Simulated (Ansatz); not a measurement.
# FH3Si···H2: what the fields show

```
atom    x (Å)    y (Å)    z (Å)
  Si   0.4923   0.0000  -0.2782
   F   0.0346   0.0000   1.3009
   H   1.9922   0.0000  -0.3323
   H  -0.0525   1.2340  -0.9360
   H  -0.0525  -1.2340  -0.9360
   H  -3.0584   0.0000   1.8690
   H  -2.2901   0.0000   1.8242
```

All numbers below come from RKS PBE-D4/def2-SVP (Ansatz).

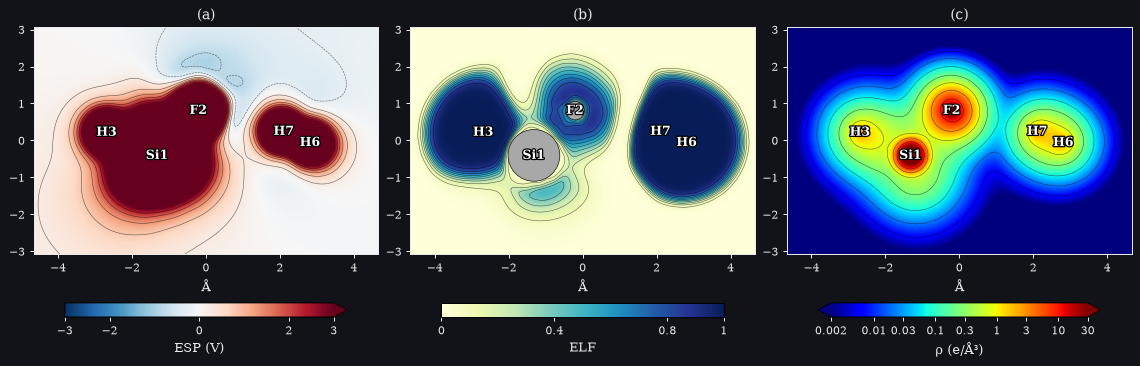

Figure 1. (a) molecular electrostatic potential; (b) ELF; (c) electron density on the plane of atoms F2, Si1 and H3. Grey discs cover the atomic cores in the ELF map.

What does the map show?

Answer. Atoms in the plane: Si, F and H. F2···H7 (2.38 Å): the density falls to about 0.06 e/Å³ on the way; the ELF dips to about 0 between them; a weak contact between the two molecules. Si–F (1.64 Å): ρ at the midpoint is about 0.96 e/Å³; the ELF peaks at about 0.85 in the valence shell of F, 0.6 Å from its nucleus, and is about 0.45 at the midpoint. H–H (0.77 Å): ρ is about 1.6 e/Å³ halfway; the ELF peaks at about 1 between the atoms. Si–H (1.50 Å): the density is about 0.76 e/Å³ at the midpoint; the ELF climbs to about 1 towards the hydrogen, as it does in any bond to H. The ELF also peaks beside F2, away from the bonds: lone-pair regions. Outside the dense part of the complex the potential is most negative (−0.9 V) near F2.

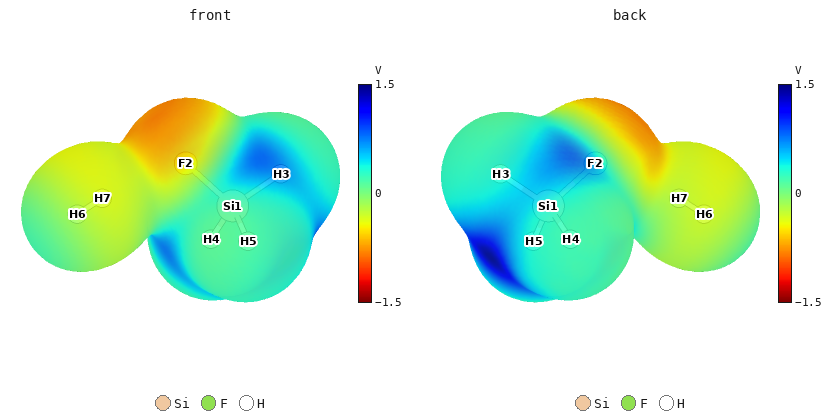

Figure 2. The electrostatic potential painted on the density surface at 0.001 e/bohr³, seen from the front and from behind; the colour scale runs from red (negative) to blue (positive).

Which sites attract a positive test charge, and which a negative one?

Answer. A positive charge is drawn to the negative regions and a negative charge to the positive ones. The most negative region (about −0.8 V) lies over F2, the most positive (about +1.3 V) over Si1.

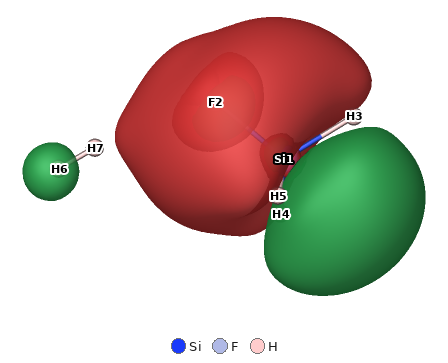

Figure 3. The LUMO at ±0.06 Å⁻³ᐟ² (green and red are the two phases), seen at a tilt.

Where does this orbital lie, and at what energy?

Answer. It lies mainly on Si1 (about 65 %), F2 (about 15 %), H4 (about 5 %), H5 (about 5 %) and H3 (about 5 %). Its energy is −0.71 eV.
